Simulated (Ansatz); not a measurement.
**triplet BSiNH2ClF at 6 levels**

Wanted: a comparison of 6 runs (UB3LYP/6-31G*, U-revPBE/cc-pVDZ, U-wB97M-V/cc-pVDZ, UBHLYP/cc-pVDZ, RPA@PBE0/cc-pVDZ, UCCSD(T)/cc-pVDZ) of triplet BSiNH2ClF. 

The results are computed with Ansatz 0.2.0.

139 further runs of the same task are left out: 139 set aside as unsound or not needed.

## (1) The molecule

BSiNH2ClF has 7 atoms, charge 0, and is taken as a triplet. As SMILES of the parent species, `F[Si]1(Cl)BN1`. The shape is that of a PBE0-D4/def2-TZVP optimisation. That shape belongs to the parent species and isn't relaxed for this state.

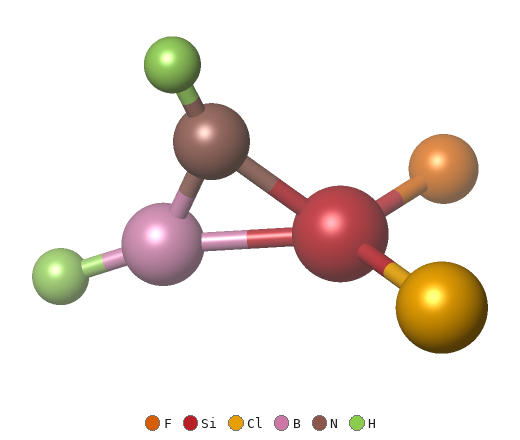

The structure, seen from a chosen angle (fluorine orange, silicon red, chlorine amber, boron pink, nitrogen brown, hydrogen green).

## (2) The energy at UB3LYP/6-31G(d) (Cartesian functions) (run 1)

molecule.yaml

```yaml
crystal:
  periodic: [false, false, false]
  atoms:
    - {symbol: F, position_ang: [-0.412200, -2.179200, -0.210300]}
    - {symbol: Si, position_ang: [-0.003600, -0.782500, 0.428000]}
    - {symbol: Cl, position_ang: [1.448800, -1.240300, 1.779600]}
    - {symbol: B, position_ang: [-0.771300, 0.907300, 0.039600]}
    - {symbol: "N", position_ang: [0.347500, 0.475500, -0.686800]}
    - {symbol: H, position_ang: [-1.454900, 1.876800, 0.033100]}
    - {symbol: H, position_ang: [0.906900, 0.874400, -1.428900]}
basis:
  gaussian: {orbitals: "6-31G*"}
magnetization: {spin_polarized: true, initial_magnetization: 2}
hamiltonian: {xc: {name: B3LYP}}
accuracy: high
output: {orbitals: {seedname: orbitals}}
```

Started as:

```sh
$ ansatz run molecule.yaml --threads 1 --pin off --max-ram 2610MiB --events-out events.jsonl --progress --plain --runs-dir runs
```

What it wrote:

```text
Warning: RAYON_NUM_THREADS=1 ignored (pool sized by the plan → 1); use --threads N
Functional definition: B3LYP
  name "B3LYP"
  parameter a0 = 0.2
  parameter ax = 0.72
  parameter ac = 0.81
  exchange = (1 - a0 - ax)*slater_x + ax*b88_x + a0*exact_x
  correlation = (1 - ac)*vwn_rpa_c + ac*lyp_c
1843 factors; integrals over basis functions are off by at most 3.8e-9 eV
mean field evaluation 1: about -25305.8476 eV, gradient 4.4e1 eV
mean field evaluation 2: about -25268.5223 eV, gradient 8.7e1 eV
mean field evaluation 4: about -25313.7155 eV, gradient 8.5e0 eV
mean field evaluation 8: about -25314.0800 eV, gradient 8.2e-1 eV
mean field evaluation 16: about -25314.1009 eV, gradient 1.7e-1 eV
mean field evaluation 32: about -25314.0650 eV, gradient 1.3e0 eV
mean field -25314.10164238 eV, -930.2760768431 hartree, gradient 5.1e-8 eV, S^2 2.003669; 5 other end points of the search recorded, 0 dependent functions left out
reference -25314.10168116 eV, -930.2760782682 hartree; 28, 26 occupied and 59, 61 virtual orbitals, 1843 factors
Total energy: -25314.10168116 eV, -930.2760782682 hartree
```

Wall time 29 s (1 thread of Arm Neoverse V1, shared host); peak memory 0.42 GiB.

## (3) A single-point energy at U-revPBE/cc-pVDZ (run 2)

run.yaml

```yaml
crystal:
  periodic: [false, false, false]
  atoms:
    - {symbol: F, position_ang: [-0.412200, -2.179200, -0.210300]}
    - {symbol: Si, position_ang: [-0.003600, -0.782500, 0.428000]}
    - {symbol: Cl, position_ang: [1.448800, -1.240300, 1.779600]}
    - {symbol: B, position_ang: [-0.771300, 0.907300, 0.039600]}
    - {symbol: "N", position_ang: [0.347500, 0.475500, -0.686800]}
    - {symbol: H, position_ang: [-1.454900, 1.876800, 0.033100]}
    - {symbol: H, position_ang: [0.906900, 0.874400, -1.428900]}
basis:
  gaussian:
    orbitals: cc-pVDZ
magnetization:
  spin_polarized: true
  initial_magnetization: 2
hamiltonian:
  xc: {name: revPBE}
accuracy: high
output:
  orbitals: {seedname: orbitals}
```

Started as:

```sh
$ ansatz run run.yaml --threads 1 --pin off --max-ram 2610MiB --events-out events.jsonl --progress --plain --runs-dir runs
```

What it wrote:

```text
Warning: RAYON_NUM_THREADS=1 ignored (pool sized by the plan → 1); use --threads N
Functional definition: revPBE
  name "revPBE"
  parameter kappa = 1.245
  parameter beta = 0.06672455060314922
  exchange = pbe_x(kappa = kappa, mu = beta*pi^2/3)
  correlation = pbe_c(beta = beta)
1963 factors; integrals over basis functions are off by at most 3.6e-9 eV
mean field evaluation 1: about -25291.9076 eV, gradient 5.5e1 eV
mean field evaluation 2: about -25167.0996 eV, gradient 1.4e2 eV
mean field evaluation 4: about -25302.4306 eV, gradient 3.6e1 eV
mean field evaluation 8: about -25308.8929 eV, gradient 3.0e-1 eV
mean field evaluation 16: about -25308.8916 eV, gradient 4.0e-3 eV
mean field evaluation 32: about -25307.9200 eV, gradient 9.4e0 eV
mean field evaluation 64: about -25308.8695 eV, gradient 1.7e0 eV
mean field -25308.89162292 eV, -930.0846121594 hartree, gradient 6.9e-8 eV, S^2 2.003838; 5 other end points of the search recorded, 0 dependent functions left out
reference -25308.89162708 eV, -930.0846123124 hartree; 28, 26 occupied and 60, 62 virtual orbitals, 1963 factors
Total energy: -25308.89162708 eV, -930.0846123124 hartree
```

Wall time 25 s (1 thread of Arm Neoverse V1, shared host); peak memory 0.3 GiB.

Runs 3 to 5 aren't shown in full; the table further down has their settings and results.

## (4) A single-point energy at UCCSD(T)/cc-pVDZ (run 6)

run.yaml, as its differences from that of step 3:

```diff
@@ -7,3 +7,3 @@
     - {symbol: B, position_ang: [-0.771300, 0.907300, 0.039600]}
-    - {symbol: "N", position_ang: [0.347500, 0.475500, -0.686800]}
+    - {symbol: N, position_ang: [0.347500, 0.475500, -0.686800]}
     - {symbol: H, position_ang: [-1.454900, 1.876800, 0.033100]}
@@ -16,6 +16,7 @@
   initial_magnetization: 2
-hamiltonian:
-  xc: {name: revPBE}
+correlation:
+  method: ccsd_t
+  frozen_orbitals: {B: 1, Cl: 5, F: 1, H: 0, "N": 1, Si: 5}
 accuracy: high
-output:
-  orbitals: {seedname: orbitals}
+scf:
+  omitted_lower_state_checks: [cluster_reference, increment]
```

Started as:

```sh
$ ansatz run run.yaml --threads 1 --pin off --max-ram 2610MiB --events-out events.jsonl --progress --plain --runs-dir runs
```

What it wrote:

```text
Warning: RAYON_NUM_THREADS=1 ignored (pool sized by the plan → 1); use --threads N
[... 14 lines left out ...]
13 core orbitals not correlated: weight in the atoms' cores, before any rotation towards them, 1.000 or more for the frozen orbitals, at most 0.000 for the correlated occupied ones
[... 42 lines left out ...]
Total energy: -25274.23567321 eV, -928.8110294983 hartree
Checks for a lower state left out: cluster_reference, increment
```

Wall time 2.3 min (1 thread of Arm Neoverse V1, shared host); peak memory 0.89 GiB.

## (5) All runs side by side

| run | level | Cartesian functions | frozen core orbitals | energy (Eh) | HOMO energy (eV) | ⟨S²⟩ | wall time |
| --- | --- | --- | --- | --- | --- | --- | --- |
| 1 | UB3LYP/6-31G* (Cartesian functions) | yes | – | -930.276078 | -2.81 | 2.004 | 29 s |
| 2 | U-revPBE/cc-pVDZ | no | – | -930.084612 | -2.06 | 2.004 | 25 s |
| 3 | U-wB97M-V/cc-pVDZ | no | – | -930.188510 | -5.03 | 2.003 | 5.5 min |
| 4 | UBHLYP/cc-pVDZ | no | – | -930.200591 | -4.06 | 2.007 | 42 s |
| 5 | RPA@PBE0/cc-pVDZ | no | 13 | -929.006541 | – | 2.005 | 57 s |
| 6 | UCCSD(T)/cc-pVDZ | no | 13 | -928.811029 | – | 2.015 | 2.3 min |

## (6) What came out

```
                                           quantity          value
                                run 6: total energy  -928.81103 Eh
run 6: correlation energy (13 core orbitals frozen)     -690.1 mEh
                              run 6: (T) correction     -17.91 mEh
           run 6: ⟨S²⟩ of the reference determinant          2.015
                               run 6: T1 diagnostic          0.018
```

Totals of different functionals can't be ranked against each other. All runs together took 10 min, the longest 5.5 min.
